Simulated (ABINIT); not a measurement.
# Diamond (Fd-3m, 2 atoms a cell): G0W0 with ABINIT, start to end, part 2 of 2

How does a plane-wave GW calculation on Diamond (Fd-3m, 2 atoms a cell) run from the first input to the gap?

ABINIT 10.8.3; PBE and many-body steps on it, plane waves. Known limits of the many-body steps: not at the basis limit.

So far. Step 2 (Ground state): The gap is indirect, with the least direct gap 1.40 eV higher. Step 3 (Bands along the symmetry lines): The gap is 4.190 eV, −0.039 eV from the run before at this level.

## 4. Empty states on the mesh, 8×8×8 mesh, 64 bands

Level of this step: DFT, PBE, plane waves, norm-conserving pseudopotentials (ABINIT).

The sums over transitions need many empty states on a uniform mesh; this step solves for them.

Contents of run.abi:

```
acell 3*1.0 Angstrom
rprim 
  -0.000000000000 1.783370000000 1.783370000000
  1.783370000000 -0.000000000000 1.783370000000
  1.783370000000 1.783370000000 0.000000000000
ntypat 1
znucl 6
natom 2
typat 1 1
xred 
  -0.000000000000 0.000000000000 0.000000000000
  0.250000000000 0.250000000000 0.250000000000
pp_dirpath "pseudos"
pseudos "C.upf"
ecut 37
ngkpt 8 8 8
nshiftk 1
shiftk 0 0 0
kptopt 1
chksymbreak 0
irdden 1
istwfk *1
nband 64
prtvol 0
optdriver 6
gwr_task "HDIAGO"
paral_kgb 0
occopt 1
indata_prefix "in"
outdata_prefix "out"
tmpdata_prefix "tmp"
```

Started as:

```bash
> OMP_NUM_THREADS=1 mpirun -n 4 abinit run.abi > log
```

Numbers of over 12 decimals in the logs are rounded to 6 here.

What it wrote:

```text
[banner, memory and clock lines left out]
.Version 10.8.3 of ABINIT. v10.8.2 released Aug 2026.

 Symmetries : space group Fd -3 m (#227); Bravais cF (face-center cubic)
[... echo of the input left out ...]
== DATASET  1 ==================================================================
-   mpi_nproc: 4, omp_nthreads: 1 (-1 if OMP is not activated)

--- !DatasetInfo
iteration_state: {dtset: 1, }
dimensions: {natom: 2, nkpt: 29, mband: 64, nsppol: 1, nspinor: 1, nspden: 1, mpw: 869, }
cutoff_energies: {ecut:  37.0, pawecutdg:  -1.0, }
electrons: {nelect:   8.00000000E+00, charge:   0.00000000E+00, occopt:   1.00000000E+00, tsmear:   1.00000000E-02, }

.Using double precision arithmetic; gwpc =  8

- Reading GS density from: in_DEN

--- Pseudopotential description ------------------------------------------------
- C Generated using ONCVPSP code by D. R. Hamann
-  6.00000   4.00000  171031                  znucl, zion, pspdat
12 -101130 1 -1 1248                          pspcod,pspxc,lmax,lloc,mmax
     nproj     2     2
  pspatm : epsatm=    4.31346680
         --- l  ekb(1:nproj) -->
             0    6.481548    0.385504
             1   -4.199961   -0.877517
 pspatm: atomic psp has been read  and splines computed

   6.90154688E+01                                ecore*ucvol(ha*bohr**3)

 Total charge density [el/Bohr^3]
)     Maximum=    2.9642E-01  at reduced coord.    0.2000    0.2000    0.4333
)     Minimum=    1.3223E-02  at reduced coord.    0.5000    0.5000    0.5000
   Integrated=    8.0000E+00

 === KS gaps after direct diagonalization ===
 Indirect band gap semiconductor
 Fundamental gap:     4.190 (eV)
   VBM:    10.293 (eV) at k: [ 0.0000E+00,  0.0000E+00,  0.0000E+00]
   CBM:    14.483 (eV) at k: [ 3.7500E-01,  3.7500E-01,  0.0000E+00]
 Direct gap:         5.626 (eV) at k: [ 0.0000E+00,  0.0000E+00,  0.0000E+00]

== END DATASET(S) ==============================================================

 -outvars: echo values of variables after computation  --------
           etotal      0.0000000000E+00
            nband          64
             nkpt          29
          spgroup         227
 [... the other variables as echoed above ...]

 Calculation completed.
```

Elapsed: 7.4 s, on 4 MPI ranks of Arm Neoverse V1, shared host; peak memory 0.28 GiB; 29 s of CPU time.

Numbers from this step:

- gap: 4.190 eV
- k of the valence top: 0, 0, 0
- k of the conduction bottom: 0.375, 0.375, 0
- least direct gap: 5.626 eV
- k points computed: 29
- lowest point of the top converged band, above the valence top: 121.9261 eV

On this mesh the gap is 4.190 eV.

## 5. Screening, 8×8×8 mesh, 56 bands, screening to 217.7 eV

The RPA dielectric matrix is built and inverted for each q.

This step: RPA screening on PBE, plane waves, norm-conserving pseudopotentials.

Changes to run.abi since step 4:

```diff
@@ -20,10 +20,11 @@
 chksymbreak 0
-irdden 1
 istwfk *1
-nband 64
-prtvol 0
-optdriver 6
-gwr_task "HDIAGO"
-paral_kgb 0
 occopt 1
+irdwfk 1
+optdriver 3
+nband 56
+ecuteps 8
+inclvkb 2
+awtr 1
+symchi 1
 indata_prefix "in"
```

What it wrote:

```text
.Version 10.8.3 of ABINIT. v10.8.2 released Aug 2026.

 Symmetries : space group Fd -3 m (#227); Bravais cF (face-center cubic)
[... echo of the input left out ...]
== DATASET  1 ==================================================================
-   mpi_nproc: 4, omp_nthreads: 1 (-1 if OMP is not activated)

--- !DatasetInfo
iteration_state: {dtset: 1, }
dimensions: {natom: 2, nkpt: 29, mband: 56, nsppol: 1, nspinor: 1, nspden: 1, mpw: 869, }
cutoff_energies: {ecut:  37.0, pawecutdg:  -1.0, }
electrons: {nelect:   8.00000000E+00, charge:   0.00000000E+00, occopt:   1.00000000E+00, tsmear:   1.00000000E-02, }

 SCREENING: Calculation of the susceptibility and dielectric matrices

 Based on a program developped by R.W. Godby, V. Olevano, G. Onida, and L. Reining.
 Incorporated in ABINIT by V. Olevano, G.-M. Rignanese, and M. Torrent.
.Using double precision arithmetic ; gwpc =  8

[... cell and pseudopotentials left out ...]
--------------------------------------------------------------------------------

 ==== K-mesh for the wavefunctions ====
 Number of points in the irreducible wedge :    29
[... list of points left out ...]
 Together with 48 symmetry operations and time-reversal symmetry
 yields   512 points in the full Brillouin Zone.

 ==== Q-mesh for the screening function ====
 Number of points in the irreducible wedge :    29
[... list of points left out ...]
 Together with 48 symmetry operations and time-reversal symmetry
 yields   512 points in the full Brillouin Zone.

 setmesh: FFT mesh size selected  =    20x   20x   20
          total number of points  =         8000

 vcoul_init : cutoff-mode = AUXILIARY_FUNCTION
 q-points for optical limit:   1
     1)      0.000010    0.000020    0.000030

- screening: taking advantage of time-reversal symmetry
- Maximum band index for partially occupied states nbvw = 4
- Remaining bands to be divided among processors   nbcw = 52
- Number of bands treated by each node ~13

 Number of electrons calculated from density =    8.0000; Expected =    8.0000
 average of density, n =  0.104505
 r_s =    1.3170
 omega_plasma =   31.1835 [eV]

 calculating chi0 at frequencies [eV] :
  1    0.000000E+00    0.000000E+00
  2    0.000000E+00    3.118352E+01

--------------------------------------------------------------------------------
  q-point number  1        q = ( 0.000000, 0.000000, 0.000000) [r.l.u.]
--------------------------------------------------------------------------------
[... chi0 elements left out ...]
 For q-point:  0.000010 0.000020 0.000030
  dielectric constant =   5.5287
  dielectric constant without local fields =   5.9484

  Average fulfillment of the sum rule on Im[epsilon] for q-point    1 :     86.51  [%]
[... wings left out ...]
  q-point number  2        q = ( 0.125000, 0.000000, 0.000000) [r.l.u.]
--------------------------------------------------------------------------------
[... chi0 elements left out ...]
  Average fulfillment of the sum rule on Im[epsilon] for q-point    2 :     97.35  [%]

 [... 27 further q-points ...]
```

Run time: 32 s. Hardware: 4 MPI ranks; peak memory 0.6 GiB.

This step gave:

| Property | Result |
| --- | --- |
| ε∞ with local fields, on this mesh, along the program's q direction | 5.529 |
| the same without local fields | 5.948 |
| plasma frequency | 31.18 eV |
| plane waves in the screening matrix | 65 |

Local fields lower ε∞ by 7 %.

## 6. Self-energy, 8×8×8 mesh, 56 bands, screening to 217.7 eV

The self-energy is evaluated for the states that the input lists, and the levels follow from it, in one-shot runs by the linearised quasiparticle equation.

This step: G0W0 on PBE, plane waves, norm-conserving pseudopotentials.

Changes to run.abi since step 5:

```diff
@@ -23,8 +23,17 @@
 irdwfk 1
-optdriver 3
+optdriver 4
 nband 56
+gwcalctyp 0
+ecutsigx 37
+symsigma 1
+nkptgw 2
+kptgw 
+  0.0000000000 0.0000000000 0.0000000000
+  0.3750000000 0.3750000000 0.0000000000
+bdgw 
+  2 7
+  3 6
 ecuteps 8
-inclvkb 2
-awtr 1
-symchi 1
+irdscr 1
+ppmodel 1
 indata_prefix "in"
```

What it wrote:

```text
.Version 10.8.3 of ABINIT. v10.8.2 released Aug 2026.

 Symmetries : space group Fd -3 m (#227); Bravais cF (face-center cubic)
[... echo of the input left out ...]
== DATASET  1 ==================================================================
-   mpi_nproc: 4, omp_nthreads: 1 (-1 if OMP is not activated)

--- !DatasetInfo
iteration_state: {dtset: 1, }
dimensions: {natom: 2, nkpt: 29, mband: 56, nsppol: 1, nspinor: 1, nspden: 1, mpw: 869, }
cutoff_energies: {ecut:  37.0, pawecutdg:  -1.0, }
electrons: {nelect:   8.00000000E+00, charge:   0.00000000E+00, occopt:   1.00000000E+00, tsmear:   1.00000000E-02, }

 SIGMA: Calculation of the GW corrections

 Based on a program developped by R.W. Godby, V. Olevano, G. Onida, and L. Reining.
 Incorporated in ABINIT by V. Olevano, G.-M. Rignanese, and M. Torrent.
.Using double precision arithmetic ; gwpc =  8

[... cell and pseudopotentials left out ...]
--------------------------------------------------------------------------------

 ==== K-mesh for the wavefunctions ====
 Number of points in the irreducible wedge :    29
[... list of points left out ...]
 Together with 48 symmetry operations and time-reversal symmetry
 yields   512 points in the full Brillouin Zone.

 ==== Q-mesh for screening function ====
 Number of points in the irreducible wedge :    29
[... list of points left out ...]
 Together with 48 symmetry operations and time-reversal symmetry
 yields   512 points in the full Brillouin Zone.

 vcoul_init : cutoff-mode = AUXILIARY_FUNCTION
 q-points for optical limit:   1
     1)      0.000010    0.000020    0.000030
 setmesh: FFT mesh size selected  =    32x   32x   32
          total number of points  =        32768

 Number of electrons calculated from density =    8.0000; Expected =    8.0000
 average of density, n =  0.104505
 r_s =    1.3170
 omega_plasma =   31.1835 [eV]

 === KS Band Gaps ===
  >>>> For spin  1
   Minimum direct gap =   5.6255 [eV], located at k-point      :   0.0000  0.0000  0.0000
   Fundamental gap    =   4.1901 [eV], Top of valence bands at :   0.0000  0.0000  0.0000
                                       Bottom of conduction at :   0.3750  0.3750  0.0000
 SIGMA fundamental parameters:
 PLASMON POLE MODEL  1
 number of plane-waves for SigmaX                  869
 number of plane-waves for SigmaC and W             65
 number of plane-waves for wavefunctions           869
 number of bands                                    56
 number of independent spin polarizations            1
 number of spinorial components                      1
 number of k-points in IBZ                          29
 number of q-points in IBZ                          29
 number of symmetry operations                      48
 number of k-points in BZ                          512
 number of q-points in BZ                          512
 number of frequencies for dSigma/dE                 9
 frequency step for dSigma/dE [eV]                0.25
 number of omega for Sigma on real axis              0
 max omega for Sigma on real axis  [eV]           0.00
 zcut for avoiding poles [eV]                     0.10

 EPSILON^-1 parameters (SCR file):
 dimension of the eps^-1 matrix on file             65
 dimension of the eps^-1 matrix used                65
 number of plane-waves for wavefunctions           869
 number of bands                                    56
 number of q-points in IBZ                          29
 number of frequencies                               2
 number of real frequencies                          1
 number of imag frequencies                          1

 matrix elements of self-energy operator (all in [eV])

 Perturbative Calculation

--- !SelfEnergy_ee
iteration_state: {dtset: 1, }
kpoint     : [   0.000,    0.000,    0.000, ]
spin       : 1
KS_gap     :    5.626
QP_gap     :    7.356
Delta_QP_KS:    1.731
data: !SigmaeeData |
     Band     E0 <VxcDFT>   SigX SigC(E0)      Z dSigC/dE  Sig(E)    E-E0       E
        2  10.293 -16.962 -19.293   1.611   0.832  -0.202 -17.561  -0.598   9.695
        3  10.293 -16.962 -19.293   1.611   0.832  -0.202 -17.561  -0.598   9.695
        4  10.293 -16.962 -19.293   1.611   0.832  -0.202 -17.561  -0.598   9.695
        5  15.918 -15.643  -9.539  -4.744   0.833  -0.201 -14.510   1.133  17.051
        6  15.918 -15.643  -9.539  -4.744   0.833  -0.201 -14.510   1.133  17.051
        7  15.918 -15.643  -9.539  -4.744   0.833  -0.201 -14.510   1.133  17.051

--- !SelfEnergy_ee
iteration_state: {dtset: 1, }
kpoint     : [   0.375,    0.375,    0.000, ]
spin       : 1
KS_gap     :    9.944
QP_gap     :   11.586
Delta_QP_KS:    1.642
data: !SigmaeeData |
     Band     E0 <VxcDFT>   SigX SigC(E0)      Z dSigC/dE  Sig(E)    E-E0       E
        3   4.539 -15.969 -20.469   3.270   0.818  -0.223 -16.974  -1.006   3.533
        4   4.539 -15.969 -20.469   3.270   0.818  -0.223 -16.974  -1.006   3.533
        5  14.483 -14.094  -8.673  -4.666   0.842  -0.187 -13.458   0.636  15.119
        6  17.096 -13.238  -7.304  -5.206   0.843  -0.186 -12.624   0.614  17.710

== END DATASET(S) ==============================================================
================================================================================

 -outvars: echo values of variables after computation  --------
           etotal      0.0000000000E+00
            nband          56
             nkpt          29
          spgroup         227
 [... the other variables as echoed above ...]

 Calculation completed.
```

Run time: 4 s. Hardware: 4 MPI ranks; peak memory 0.56 GiB; 16 s of CPU time.

This step gave:

```yaml
g0w0_gap_on_the_points_computed: 5.424 eV
starting_gap_on_the_mesh: 4.190 eV
k_of_the_valence_top: 0, 0, 0
k_of_the_conduction_bottom: 0.375, 0.375, 0
z_at_the_valence_top: 0.832
z_at_the_conduction_bottom: 0.842
least_direct_g0w0_gap_on_the_computed_points: 7.356 eV
```

The gap on the mesh goes from 4.19 eV to 5.42 eV, a correction of +1.23 eV. The start differs from the 4.23 eV found before because the two sample other k points.

Limits: finite bands, cutoff and mesh. v1 is the top filled band, c1 the lowest empty one. Levels before and after the correction, in eV, zero at the valence-band top of each column:

```csv
,conduction bottom,valence top
Kohn-Sham,4.19,0.00
G0W0,5.42,0.00
```

```csv
,level,energy (eV)
Kohn-Sham,Γ v3-v1,0.000
Kohn-Sham,Γ c1-c3,5.626
Kohn-Sham,(0.375 0.375 0) v2-v1,-5.754
Kohn-Sham,(0.375 0.375 0) c1,4.190
Kohn-Sham,(0.375 0.375 0) c2,6.803
G0W0,Γ v3-v1,0.000
G0W0,Γ c1-c3,7.356
G0W0,(0.375 0.375 0) v2-v1,-6.162
G0W0,(0.375 0.375 0) c1,5.424
G0W0,(0.375 0.375 0) c2,8.015
```

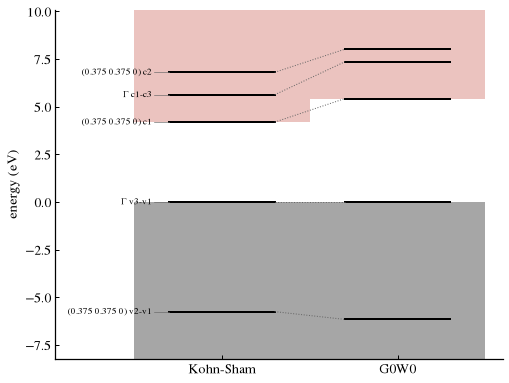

Levels before and after the correction. Shaded: valence and conduction bands.

## 7. Where the time went

Times are wall times on 4 MPI ranks of Arm Neoverse V1, shared host, good to a factor of about two.

```csv
step,time,share,memory (GiB)
ground state,3.9 s,8 %,0.24
bands along the symmetry lines,2.9 s,6 %,0.07
empty states on the mesh,7.4 s,15 %,0.28
screening,32 s,63 %,0.6
self-energy,4 s,8 %,0.56
```

## 8. Outcome

```
PBE gap              : 4.19 eV, indirect
G0W0 gap on the mesh : 5.42 eV
GW settings          : 8×8×8 mesh, 56 bands, screening to 217.7 eV, Godby-Needs plasmon pole
known limits         : not at the basis limit
```

In words: G0W0 moves the gap on the mesh from 4.19 eV to 5.42 eV (+1.23 eV), with Z of 0.83 and 0.84 at the edges. Local fields lower the RPA ε∞ on this mesh from 5.95 to 5.53. Only 2 of the mesh's irreducible points were corrected, so a valley elsewhere could overtake. The dearest step here is «screening». Against experiment, by G0W0@PBE: the gap of 5.42 eV lies −0.08 eV from the measured 5.5 eV (kind not stated, quoted 2019); the gap of 5.42 eV lies −0.05 eV from the measured 5.47 eV (kind not stated, quoted 2024). The calculation has static nuclei and no excitons; a measured gap holds zero-point and thermal motion, which mostly lowers it. Bands and cutoff are finite, so the gap is not at the basis limit. The miss can reach some tenths of an eV and take either sign; the mesh is an error of its own. In the G0W0 run levels were corrected at 2 k points alone, so a gap called «on the mesh» is the least over those, and an edge elsewhere would be missed.

[Paths, hosts, dates, memory and timing lines, banners, echoed tables and standing remarks are left out of the program output.]

[Logs are printed without paths, hosts, clocks, repeated set-up lines and the standing remarks that a program may print on its own settings, such as how far it seeks lower states.]

[Runs of the session that timed out or met a known fault of the program may be left out.]

[Hosts, paths, dates, database ids (printed as entryN), source tags and the programs' standing remarks are cut or masked in the printed files.]

[G0W0 gaps are taken among the corrected bands and points alone; a level outside them can change the order at an edge.]

[Where Ansatz stands beside ABINIT at settings called matched, ABINIT's density can come from a denser mesh and the files from another edition; pairs whose starting gaps differed by over 0.03 eV were left out, so agreement reads better than it is.]
